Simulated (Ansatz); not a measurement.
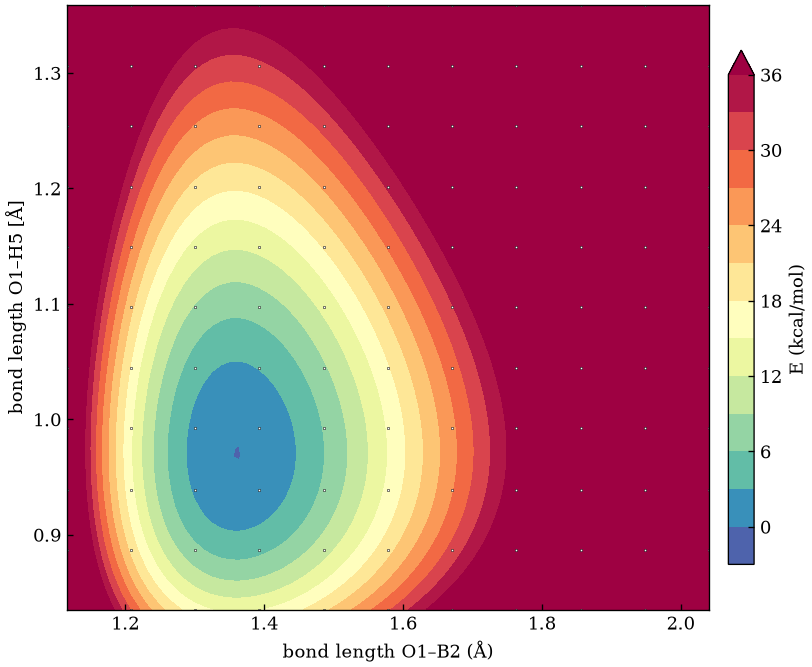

CH4BNO, SMILES OB1CN1. 
- The first coordinate is: bond length O1–B2; the second: bond length O1–H5.
- Nothing is relaxed (all other coordinates rigid).
- The scan uses an 11 × 11 grid.
- Points are written as (first, second).
- All energies are given in kcal/mol relative to the relaxed molecule at the same level.
- The reference is spin-restricted, which grows unreliable where a bond is stretched far.
- Theory: RKS PBE-D4/def2-TZVP (Ansatz 0.2.0).

The picture shows filled contours, dots at the grid points, one colour for all values above the top of the scale. Between grid points the surface is interpolated.

Question: Estimate the position of the minimum and the force constants in these coordinates.

Answer: The interpolated minimum is at bond length O1–B2 ≈ 1.361 Å, bond length O1–H5 ≈ 0.971 Å. The curvatures there are about 42 eV/Å² and 49 eV/Å², with a cross term of about 0 eV/Å². Round the minimum the two coordinates are nearly uncoupled. (1 eV is 23.1 kcal/mol.)
